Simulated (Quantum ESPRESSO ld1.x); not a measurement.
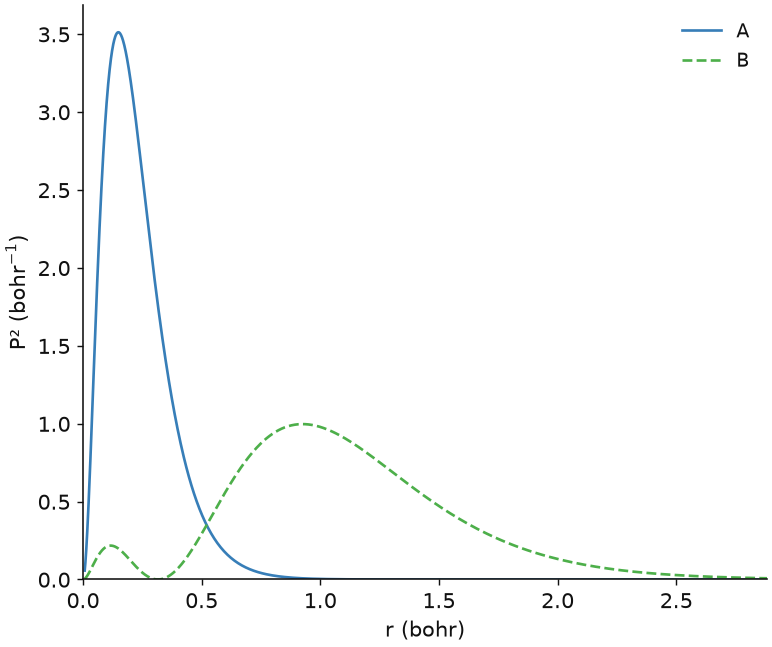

System: the N³⁺ ion, configuration [He] 2s2. Method: scalar-relativistic Kohn-Sham, LDA (Slater exchange, VWN5 correlation), spin-unpolarised, spherical densities, point nucleus; computed with Quantum ESPRESSO ld1.x 7.5.

```
 &input
    atom='N',
    iswitch=1,
    rel=1,
    dft='SLA-VWN',
    config='[He] 2s2 2p0 3s0',
    verbosity='high',
    prefix='ld1',
    max_out_wfc=37,
    file_charge='ld1.rho',
 /
```

Launched with:
```bash
OMP_NUM_THREADS=1 ld1.x < ld1.in > ld1.out
```

The plot shows the radial probability densities P² of 2s and 1s.

Which curve belongs to which orbital?

Answer. A is 1s; B is 2s. 1s: outer maximum at 0.149 bohr, ⟨r⟩ = 0.230 bohr, 0 nodes, eigenvalue −447.6 eV; 2s: outer maximum at 0.921 bohr, ⟨r⟩ = 1.11 bohr, 1 node, eigenvalue −67.8 eV.
